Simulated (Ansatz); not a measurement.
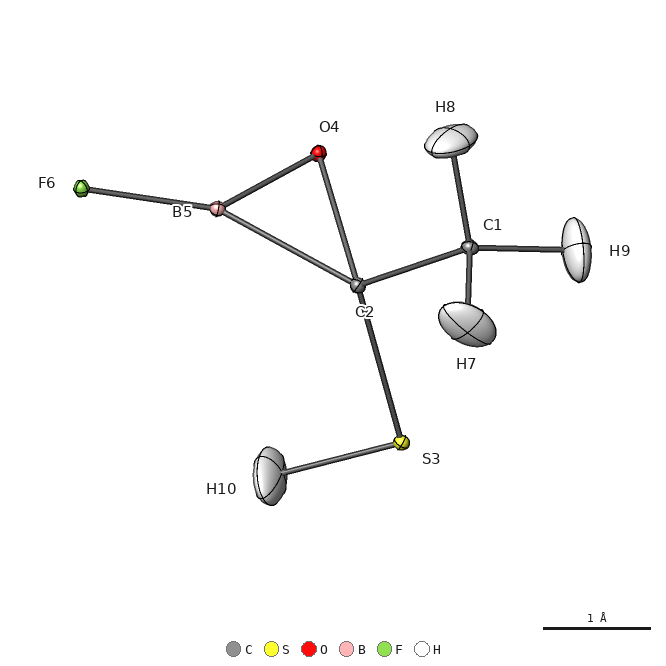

Displacement ellipsoids at the 50 % level, from the internal vibrations of the free molecule (harmonic, no overall translation or rotation; no half-axis is drawn under 0.075 Å). Vibrations computed with RKS PBE0-D4/def2-TZVP (Ansatz 0.2.0). Temperature: 0 K (zero-point motion alone).

> Which atom has the largest mean-square displacement?

H10, with U_eq = 0.0302 Å².

> Does H10 move more along its bond or across it?

Across it: the root-mean-square amplitude is 0.083 Å along the bond and up to 0.250 Å across, since bending and torsion are softer than stretching.

Give the displacement parameters, one line for each set of equivalent atoms.

```tsv
atom	U_eq (Å²)	rms amplitudes (Å)
C1	0.0020	0.035, 0.044, 0.053
C2	0.0019	0.037, 0.043, 0.050
S3	0.00075	0.019, 0.025, 0.036
O4	0.0019	0.035, 0.044, 0.051
B5	0.0019	0.036, 0.043, 0.049
F6	0.0017	0.027, 0.039, 0.054
H7	0.0220	0.078, 0.136, 0.204
H8	0.0211	0.083, 0.138, 0.193
H9	0.0222	0.086, 0.136, 0.201
H10	0.0302	0.082, 0.146, 0.250
```
